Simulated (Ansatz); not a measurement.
## Ta, response to strain

Start from Ta in the bcc (W type) structure (space group Im-3m, No. 229; relaxed with 0.1 eV smearing).

```yaml
crystal:
  lattice:
    - [-1.65304, 1.65304, 1.65304]
    - [1.65304, -1.65304, 1.65304]
    - [1.65304, 1.65304, -1.65304]
  atoms:
    - { symbol: Ta, position: [0.00000, 0.00000, 0.00000] }
```

Cartesian axes are those of the cell as printed.

Strains are applied to the cell and any free atomic positions relax; under biaxial strain the out-of-plane vector relaxes too.

Computed with r2SCAN/PAW in Ansatz (a first-principles code), no SOC.

Notes on the quantities. pressure: mean of the normal stresses, compression positive.

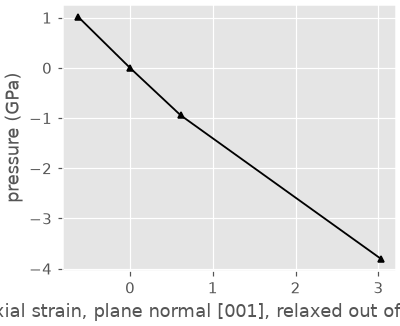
Figure. Pressure against biaxial strain, plane normal [001], relaxed out of plane

From the plot, what is the pressure for biaxial strain +0.61 %, plane normal [001], relaxed out of plane?

About -0.9 GPa.

Is the trend monotonic over the range shown?

Yes, it falls throughout, spanning -3.8 GPa to 1.0 GPa.

Whether these cells are dynamically stable was not tested. The final runs are not spin-polarised.
